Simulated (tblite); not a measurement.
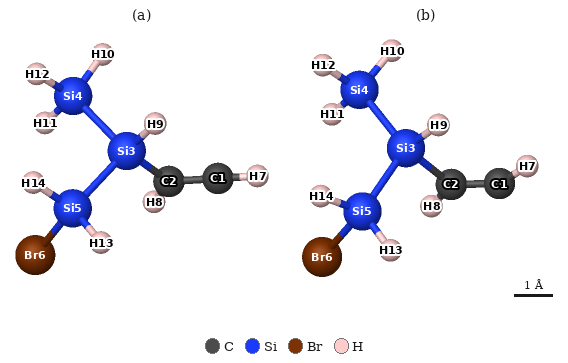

The structure of C$_{2}$H$_{8}$BrSi$_{3}$ (multiplicity 2) before (left) and after (right) a relaxation, at one scale.

Style: ball-and-stick. Shown at a tilt.

Computed with tblite, GFN2-xTB geometry optimisation, gas phase. 

### Describe what moved and what it gained.

Over 63 geometry steps the energy falls by 0.582 eV. The atom that moves furthest after the best rigid fit is H7 (0.57 Å). Largest moves by element: H 0.57 Å, Si 0.22 Å, C 0.21 Å, Br 0.16 Å. Among the contacts that change: C2–Si3 1.812 → 1.957 Å, C1–C2 1.316 → 1.279 Å, Si4–H12 1.491 → 1.466 Å, Si5–H13 1.485 → 1.461 Å. Among the angles between lasting bonds that change: C2–C1–H7 179.6° → 137.2°, Si4–Si3–Si5 103.6° → 118.1°, Si3–Si5–H13 110.4° → 119.5°. The run took 0.51 s on 1 thread of Arm Neoverse V2, with other jobs on the host.
